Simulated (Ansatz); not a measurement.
H₁₀NSi₃···Cl

Input file:

```
crystal:
  periodic: [false, false, false]
  atoms:
    - {symbol: Si, position_ang: [0.159151, -1.419634, -0.862742]}
    - {symbol: Cl, position_ang: [1.073749, 0.297249, -2.690456]}
    - {symbol: H, position_ang: [0.281674, 0.783685, -1.047561]}
    - {symbol: N, position_ang: [-0.002240, 0.291338, -0.130081]}
    - {symbol: Si, position_ang: [1.295538, 0.630526, 1.073692]}
    - {symbol: Si, position_ang: [-1.673464, 0.673007, 0.406875]}
    - {symbol: H, position_ang: [-0.464220, -2.118458, 0.321321]}
    - {symbol: H, position_ang: [-0.767579, -1.713484, -1.967031]}
    - {symbol: H, position_ang: [1.558821, -1.883309, -0.855167]}
    - {symbol: H, position_ang: [1.297157, -0.494256, 2.035001]}
    - {symbol: H, position_ang: [0.920098, 1.894311, 1.751556]}
    - {symbol: H, position_ang: [2.562704, 0.748105, 0.329518]}
    - {symbol: H, position_ang: [-2.605157, -0.045754, -0.488480]}
    - {symbol: H, position_ang: [-1.801471, 0.216088, 1.808823]}
    - {symbol: H, position_ang: [-1.834860, 2.140587, 0.314732]}
basis:
  gaussian: {orbitals: def2-TZVPP}
hamiltonian: {xc: pbe0, dispersion: d4}
output: {orbitals: {seedname: orbitals}}
```

Run with:

```sh
ansatz run in.yaml --threads 4 --pin off --events-out ev --progress --plain --max-ram 46080MiB --backend cuda --devices 0, --max-vram 37GiB
```

A transition-state structure; geometry: PBE0-D4/def2-TZVP.

Method: Ansatz, RKS PBE0-D4/def2-TZVPP.

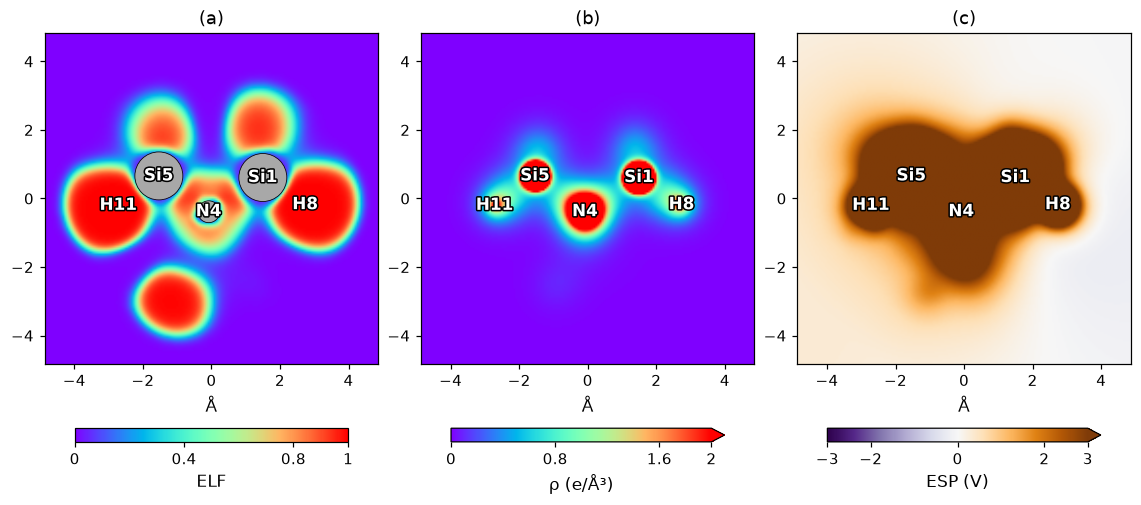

Figure 1. (a) ELF; (b) total electron density; (c) electrostatic potential on the plane of atoms N4, Si1 and H8. Grey discs cover the atomic cores in the ELF map.

### Interpret the plot.

The plane passes through Si, N and H nuclei. Si–N (1.80 Å): ρ is about 0.96 e/Å³ halfway; the ELF peaks at about 0.90 between the atoms; a shared but strongly polarised pair. Si–N (1.87 Å): the density is about 0.83 e/Å³ at the midpoint; the ELF peaks at about 0.90 between the atoms, as expected for a shared but strongly polarised pair. Si–H (1.47 Å): ρ is about 0.84 e/Å³ halfway; the ELF climbs to about 1 towards the hydrogen, as it does in any bond to H. The potential has no marked negative region in this plane.

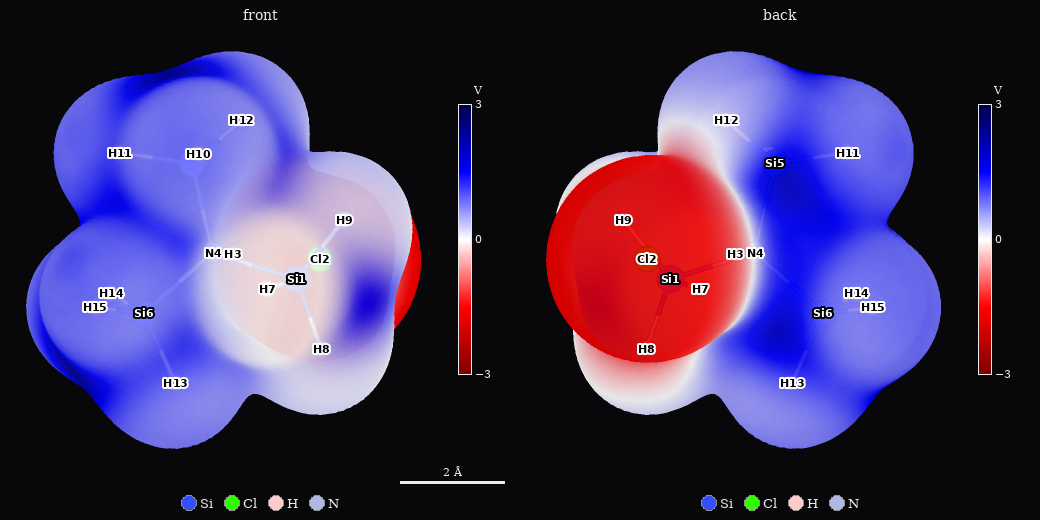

Figure 2. The electrostatic potential painted on the density surface at 0.002 e/bohr³, seen from the front and from behind; the colour scale runs from red (negative) to blue (positive).

### Which sites attract a positive test charge, and which a negative one?

A positive charge is drawn to the negative regions and a negative charge to the positive ones. The most negative region (about −1.8 V) lies over Cl2, the most positive (about +2.3 V) over Si5 and Si6.

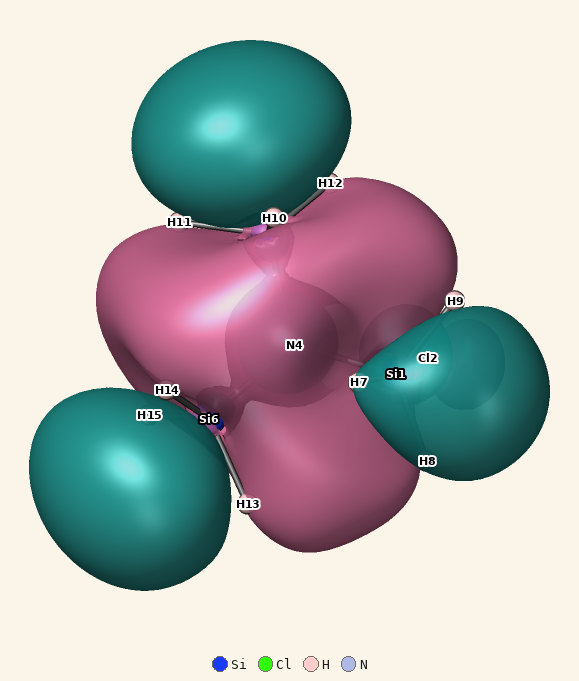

Figure 3. One frontier orbital at ±0.04 Å⁻³ᐟ² (teal and pink are the two phases), seen across its widest extent.

### Which orbital is it: HOMO or LUMO?

The LUMO, at −1.17 eV. It lies mainly on Si6 (about 25 %), Si5 (about 25 %), Si1 (about 10 %) and N4 (about 10 %).
